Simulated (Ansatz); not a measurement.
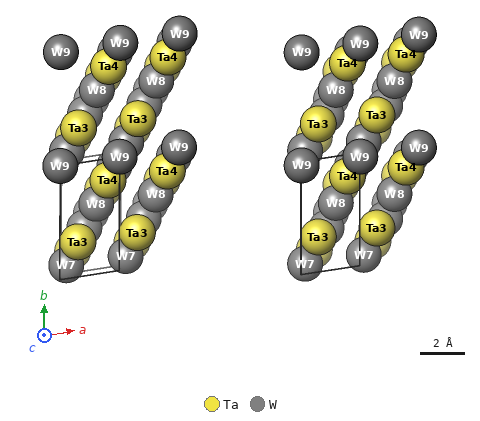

Two geometries of crystalline Ta2W3 (a generated structure, set up in P1) (coarse preliminary run), drawn at one scale. One is the start of a relaxation, the other its converged end. The picture is a spheres-only view of the cell of the calculation, repeated 2 × 2 × 1 with one cell outlined, seen along the c axis.

These are results of DFT PBE, scalar-relativistic, plane waves, PAW in Ansatz 0.2.0, not measurements. Set-up: plane-wave cutoff 420 eV; k-point mesh 8 × 4 × 2; occupations gaussian; smearing width 0.2 eV; no spin polarisation; cell and atoms relaxed; force threshold 0.025 eV/Å; at most 60 steps.

Question: Which of the two is the end point?

Answer: The left one is the relaxed one. The largest move relative to the cell is that of a Ta atom, 0.27 Å roughly along [1 −3 −1]. By element the largest moves are Ta 0.27 Å, W 0.19 Å. The volume changes by +2.0 %, with a 2.771 → 2.805 Å (+1.2 %), b 5.332 → 5.352 Å (+0.4 %), c 11.519 → 11.491 Å (−0.2 %), α 80.3° → 82.7°, β 84.3° → 85.3°, γ 80.6° → 80.2°. Some distances before and after: Ta–W 2.464 → 2.809 Å, W–W 2.997 → 2.722 Å, W–W 2.954 → 3.226 Å, W–W 3.441 → 3.171 Å. The space group (tolerance 0.01 Å) goes from P1 (No. 1) to Fmmm (No. 69). After 3 accepted moves (4 points after the start) the energy has fallen by 2.504 eV per cell of the calculation. Largest force component: 4.3 eV/Å at the start, 0.014 eV/Å at the end. The pressure goes from 10.96 to −0.02 GPa. The SCF was repeated once at an unchanged geometry on a basis and grid sized afresh for the cell, which shifted the energy by 1.8 meV per cell of the calculation at most. The run took 71 s on 4 threads of Intel(R) Xeon(R) Processor @ 2.70GHz (shared host), peak memory 0.83 GiB.
